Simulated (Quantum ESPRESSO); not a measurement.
Density of states of ZrB (P-6m2, 4 atoms in the cell).

```yaml
crystal:
  lattice:
    - [3.61247, 0.00000, 0.00000]
    - [-1.80624, 3.12849, 0.00000]
    - [0.00000, 0.00000, 5.24056]
  atoms:
    - { symbol: Zr, position: [0.66667, 0.33333, 0.00000] }
    - { symbol: Zr, position: [0.33333, 0.66667, 0.50000] }
    - { symbol: B, position: [0.00000, 0.00000, 0.23265] }
    - { symbol: B, position: [0.00000, 0.00000, 0.76735] }
```

Method: LDA (PZ), GBRV 1.5 ultrasoft (LDA) pseudopotentials (plane waves; Quantum ESPRESSO).

SCF settings: ecutwfc = 40 Ry; ecutrho = 320 Ry; occupations = smearing; smearing = marzari-vanderbilt; degauss = 0.0147 Ry; potentials = {Zr: zr_lda_v1.uspp.F.UPF, B: b_lda_v1.4.uspp.F.UPF}; K_POINTS = automatic 14 14 8 0 0 0; conv_thr = 1e-11 Ry; mixing_beta = 0.4. Keys of the DOS step: nscf.calculation = nscf; nscf.occupations = tetrahedra_lin; nscf.nbnd = 23; nscf.startingwfc = random; nscf.diago_thr_init = 1e-06; nscf.diagonalization = cg; nscf.K_POINTS = automatic 28 28 16 0 0 0; dos.x.fildos = dos.dat; dos.x.Emin = -15 eV; dos.x.Emax = 30 eV; dos.x.DeltaE = 0.1 eV.

The starting cell comes from a database of computed structures (which also holds hypothetical and non-ambient phases and stackings), without a prior relaxation at this level.

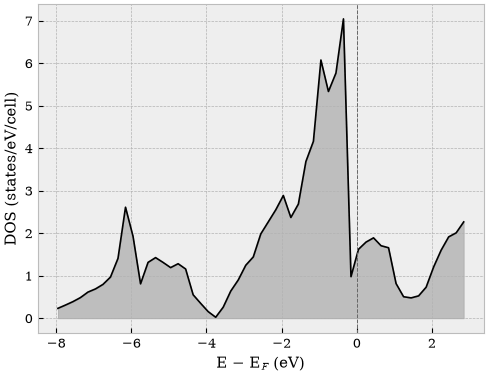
Fig. 1. Total density of states, both spins summed.

Total DOS (both spins), as means of the tabulated values in each energy bin; the zero is the program's Fermi level or highest filled level, and the curve is cut to this window:

```
E (eV) | states/eV/cell
    -7.75 | ## 0.31
    -7.25 | ### 0.55
    -6.75 | #### 0.82
    -6.25 | ########### 2.01
    -5.75 | ####### 1.35
    -5.25 | ####### 1.37
    -4.75 | ###### 1.21
    -4.25 | ## 0.45
    -3.75 | # 0.15
    -3.25 | #### 0.77
    -2.75 | ######## 1.56
    -2.25 | ############# 2.41
    -1.75 | ############## 2.65
    -1.25 | ##################### 3.93
    -0.75 | ############################## 5.73
    -0.25 | ##################### 4.01
     0.25 | ######### 1.77
     0.75 | ######### 1.69
     1.25 | ### 0.60
     1.75 | ### 0.63
     2.25 | ######## 1.58
     2.75 | ########### 2.14
```

Around zero the curve holds about 1.6 states/eV/cell.
